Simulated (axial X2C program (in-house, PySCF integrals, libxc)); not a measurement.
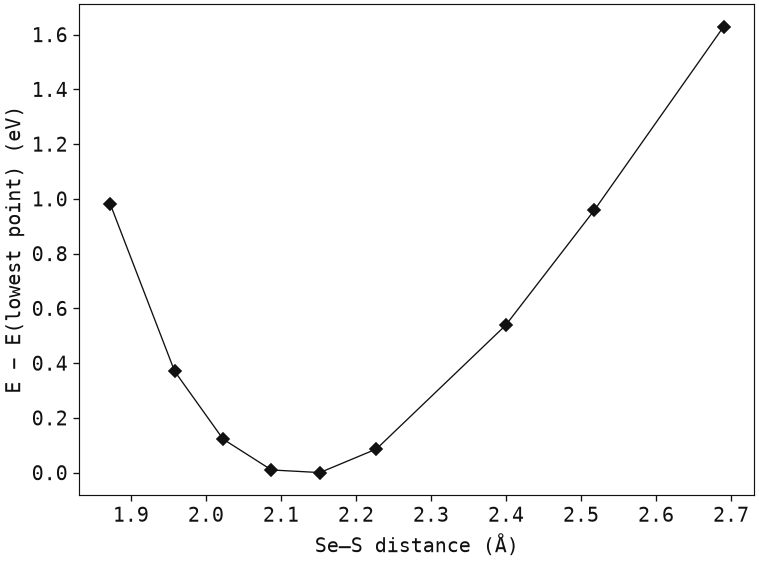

Fig. 1: Energy at 9 bond lengths, for one set of occupations held fixed; the line joins the points. A polynomial of degree 6 through 8 points gives rₑ = 2.126 Å, ωₑ = 498.1 cm⁻¹, ωₑxₑ = 1.1 cm⁻¹ and Bₑ = 0.1633 cm⁻¹. The minimum lies 1.65 eV below Se⁻ + S, each computed as one determinant at the same level. 1 further points did not converge.

**SeS⁻: relativistic diatomic calculation**

System: SeS⁻, single determinant with M_S = 1/2 and |Λ| = 1.
Method: HF, spin-free X2C-1e, Se dyall-acv3z, S dyall-av3z (cores contracted) (axial X2C program (in-house, PySCF integrals, libxc)).

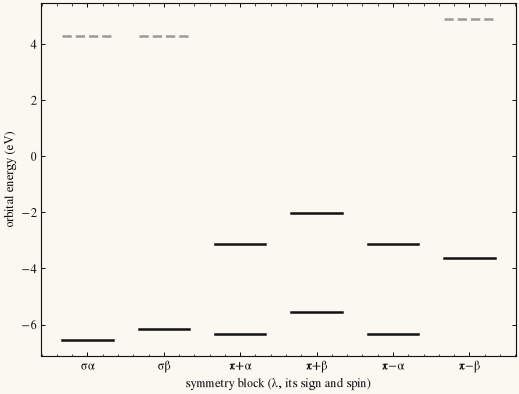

Fig. 2: Orbital energies near the frontier at 2.15 Å, filled (solid) and empty (dashed); a label such as π−α means λ = −1 and α spin. The highest filled orbital (π+β; 46 % Se p, 33 % S p) lies at −2.02 eV, the lowest empty one (σα; 56 % Se p, 34 % S p) at 4.27 eV.

Input and output of the run follow.

### Input
```
{"zs": [34, 16], "q": -1, "bas": ["dyall-acv3z", "dyall-av3z"], "levels": ["PBE0", "HF", "PW91"], "cc": true, "r0": 2.01, "thr": -2.0, "nmax": 90, "npts": 10, "nst": 2, "ntry": 6}
```

The line is the task of a batch: nuclear charges, charge, bases, the levels to run, a first guess of the distance and further settings. This report covers HF without spin-orbit coupling. The log is that of the reference distance 2.152 Å.

Launched within a batch (the task file carries these settings):
```bash
python <driver script> task.json out
```

### Log
```
spin-free X2C-1e  HF
basis functions 180  fitting functions 970  grid points 5082
iter        total energy     max residual
   1      -2826.816379781     1.30e-01
   2      -2826.838944261     5.34e-03
   3      -2826.839798488     2.63e-03
   4      -2826.839941036     1.23e-03
   5      -2826.839990349     4.91e-04
   6      -2826.840003441     1.84e-04
   7      -2826.840005254     9.24e-05
   8      -2826.840006047     7.85e-05
   9      -2826.840006346     6.37e-05
  10      -2826.840006555     6.16e-05
  11      -2826.840006867     4.51e-05
  12      -2826.840007192     2.89e-05
  13      -2826.840007371     6.02e-06
  14      -2826.840007380     9.67e-07
  15      -2826.840007380     5.04e-07
converged
one-electron -4210.00193617  Coulomb 1361.61982118  exact exchange -112.22759627  xc functional 0.00000000  nuclear repulsion 133.76970388
correlated 13  virtual 243  natural virtual 90  E(MP2) -0.333638709  MP2 remainder -0.016350484
iter   CCSD correlation   residual
   1     -0.331903155   1.25e-01
   2     -0.341112546   4.12e-02
   3     -0.342526435   1.33e-02
   4     -0.342599424   3.97e-03
   5     -0.342619425   1.24e-03
   6     -0.342619636   6.17e-04
   7     -0.342622721   3.43e-04
   8     -0.342622019   1.34e-04
   9     -0.342621231   3.90e-05
  10     -0.342621449   1.14e-05
  11     -0.342621453   3.60e-06
(T) -0.018252144081637955  T1 0.0180  D1 0.0378  max T2 0.080
```

### The points of the curve

| R (Å) | E (hartree) | dipole (D; origin at the first atom, positive when the second is positive) | highest filled (eV) | lowest empty (eV) |
| --- | --- | --- | --- | --- |
| 1.872 | −2826.803888 | −4.29 | −1.09 | 4.30 |
| 1.958 | −2826.826399 | −4.62 | −1.39 | 4.29 |
| 2.023 | −2826.835513 | −4.84 | −1.61 | 4.29 |
| 2.087 | −2826.839656 | −5.05 | −1.82 | 4.28 |
| 2.152 | −2826.840007 | −5.23 | −2.02 | 4.27 |
| 2.227 | −2826.836843 | −5.29 | −2.23 | 4.26 |
| 2.303 | – | – | −2.44 | 4.25 |
| 2.400 | −2826.820241 | −6.18 | −2.68 | 4.22 |
| 2.518 | −2826.804782 | −6.50 | −2.70 | 4.16 |
| 2.690 | −2826.780164 | −6.90 | −2.42 | 3.82 |

### Key numbers

- outcome: converged
- bond length rₑ: 2.126 Å
- ωₑ: 498.1 cm⁻¹
- energy at the minimum: −2826.84026 hartree
- depth below the fragments: 1.65 eV
- largest ⟨S²⟩ along the curve: 0.79
- hardware: 1 thread of Arm Neoverse V1, 24 GiB of memory available, shared host
- wall time: 6.9 s

### Remarks

Hartree–Fock lacks correlation, so it usually binds too weakly. Limits: some points did not converge.
